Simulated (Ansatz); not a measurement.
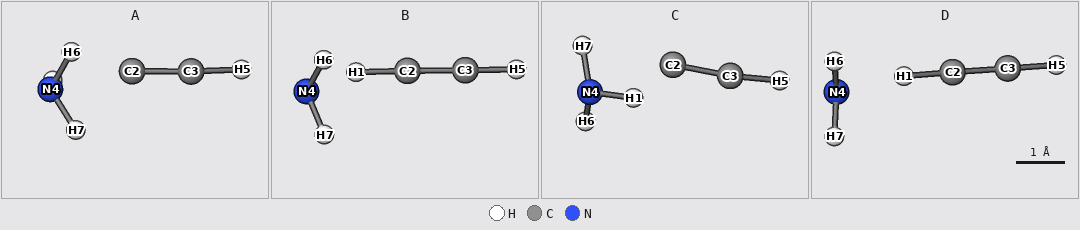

4 geometries from a converged minimum-energy path of C$_{2}$H$_{4}$N (multiplicity 2), shuffled. A ball-and-stick model, seen at a tilt.

Method: UKS PBE-D4/def2-SVP in Ansatz. Settings: 9 movable images; climbing image; force threshold 0.03 eV/Å; iteration limit 60; starting path through a guess of the saddle point.

Question: Which frame is the top of the path?

Answer: A. In order along the path, whose images run from 0 to 10: D (image 2, +0.5 kcal/mol), B (image 4, +1.2 kcal/mol), A (image 7, +12.0 kcal/mol), C (image 10, +11.3 kcal/mol). A hydrogen atom shifts from one atom to another. Breaking: H1–C2 (1.09 → 1.80 at the top → 2.26 Å). Forming: H1–N4 (2.12 → 1.05 at the top → 1.03 Å).
